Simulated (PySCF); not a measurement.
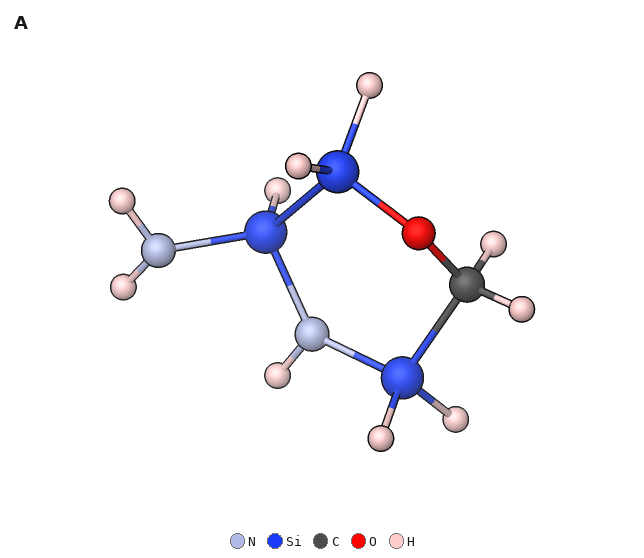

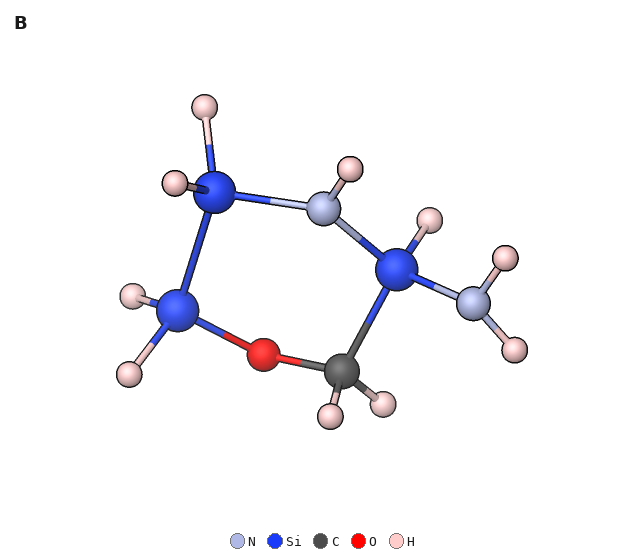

2 stationary structures of one formula. Geometries: GFN2-xTB. Electronic energies: PBE0/pcSseg-1 (PySCF 2.14.0), without zero-point energy. No frequency run is at hand to confirm each as a minimum.

Are they conformers, stereoisomers or constitutional isomers?

Answer. They are constitutional isomers of CH10N2OSi3: A `N[Si@@H]1N[SiH2]CO[SiH2]1`, B `N[Si@H]1CO[SiH2][SiH2]N1`.

Which structure is the most stable?

Answer. B is lowest; A lies 1.8 kcal/mol above it.

The geometry is semi-empirical. Around Si such bond lengths and angles can be off by a tenth of an ångström or more and by several degrees, and values that hang on the shape move with them.
